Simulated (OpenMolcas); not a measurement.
# Ge2SiH8 (SMILES [GeH3][SiH2][GeH3]): the HOMO–LUMO gap, rung by rung

Ge2SiH8: 11 atoms, total charge 0, spin state singlet. SMILES: `[GeH3][SiH2][GeH3]`. The coordinates come from a PBE0-D4/def2-TZVP relaxation.

```xyz
11

Ge   -1.3148    1.3291   -0.6481
Si   -0.4203   -0.8501   -0.3181
Ge    1.6312   -0.7359    0.8804
H    -2.6434    1.2778   -1.4213
H    -0.3212    2.1934   -1.4427
H    -1.5663    2.0081    0.7089
H    -0.1899   -1.4986   -1.6384
H    -1.3957   -1.6784    0.4430
H     1.4059   -0.0772    2.2519
H     2.6520    0.1106    0.1012
H     2.2278   -2.1357    1.1038
```

Quantity: the HOMO–LUMO gap, in eV. The values are calculated.

```csv
level,kind,program,value (eV),CPU time
HF/cc-pVDZ,Hartree–Fock,OpenMolcas,13.52,29 s
SVWN5/cc-pVDZ,LDA,OpenMolcas,6.05,68 s
BLYP/cc-pVDZ,GGA,OpenMolcas,6.10,92 s
PBE/cc-pVDZ,GGA,OpenMolcas,6.14,87 s
r2SCAN/cc-pVDZ,meta-GGA,OpenMolcas,6.65,84 s
BHLYP/cc-pVDZ,global hybrid,OpenMolcas,9.81,75 s
M06-2X/cc-pVDZ,hybrid meta-GGA,OpenMolcas,9.63,78 s
B2PLYP/cc-pVDZ,double hybrid,OpenMolcas,10.02,49 s
```

All-electron rows without a relativistic Hamiltonian named are non-relativistic. The values span 6.05 to 13.52 eV. Orbital gaps aren't excitation energies, and those of double hybrids come from the SCF part alone; they tend to grow with the share of exact exchange. Times are those of the runs behind each value, whatever else they computed, on shared processors of several kinds: orders of magnitude only.

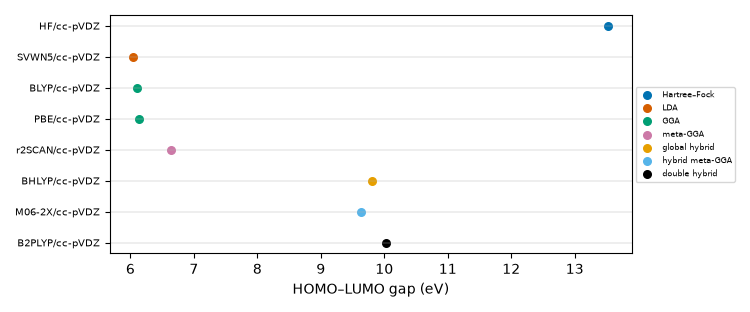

The values of the table, level by level.
